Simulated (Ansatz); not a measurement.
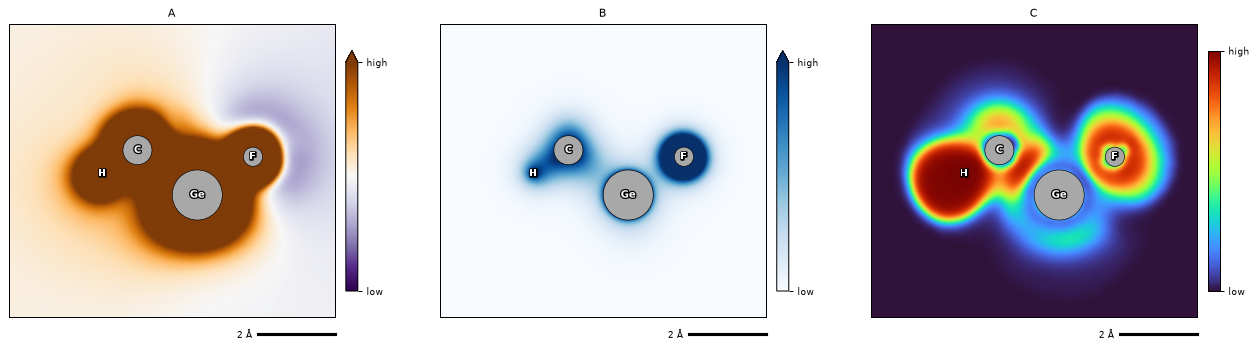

CH₄F₂Ge: 3 fields on the plane of atoms F2, Ge1 and C4, with unlabelled colour scales. Grey discs cover the atomic cores.

Method: RKS PBE/def2-SVP in Ansatz.

```xyz
8

Ge    0.0543    0.0680   -0.0416
F    -0.2670   -0.1662    1.6667
H     1.5889    0.0094   -0.2303
C    -0.9327    1.6227   -0.6528
H    -2.0104    1.4690   -0.4513
H    -0.5849    2.5260   -0.1143
H    -0.7807    1.7643   -1.7408
F    -0.6138   -1.3589   -0.8124
```

Q: Match the panels to the quantities (electron density, electron localisation function and electrostatic potential).

A: Panel A: electrostatic potential (strongly positive close to the atoms, with negative regions outside electron-rich atoms). Panel B: electron density. Panel C: electron localisation function. From the grid: Ge–F (1.75 Å): the density is about 0.89 e/Å³ at the midpoint; the ELF peaks at about 0.80 in the valence shell of F, 0.5 Å from its nucleus, and is about 0.25 at the midpoint. C–Ge (1.94 Å): ρ at the midpoint is about 0.91 e/Å³; the ELF peaks at about 0.90 in the valence shell of C, 0.7 Å from its nucleus, and is about 0.70 at the midpoint.
